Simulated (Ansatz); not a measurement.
Consider ZnS in the wurtzite structure (space group P6_3mc, No. 186; a = 3.807 Å, c = 6.246 Å).

The change: every lattice vector is shortened by 2.62 %; the atoms relax in the strained cell.

Computed with Ansatz (a quantum-chemistry and plane-wave program) r2SCAN, no spin-orbit coupling, earlier PAW set.

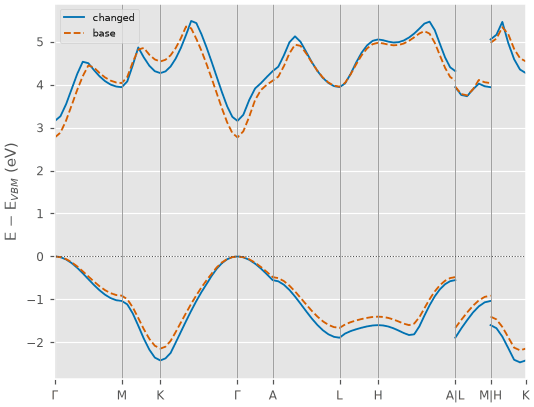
*Highest valence and lowest conduction band along the path, each from its own valence-band maximum*

**Question.** Read the changed gap and its character from the plot.

**Answer.** About 3.2 eV, direct at Γ.

Whether these cells are dynamically stable was not tested.
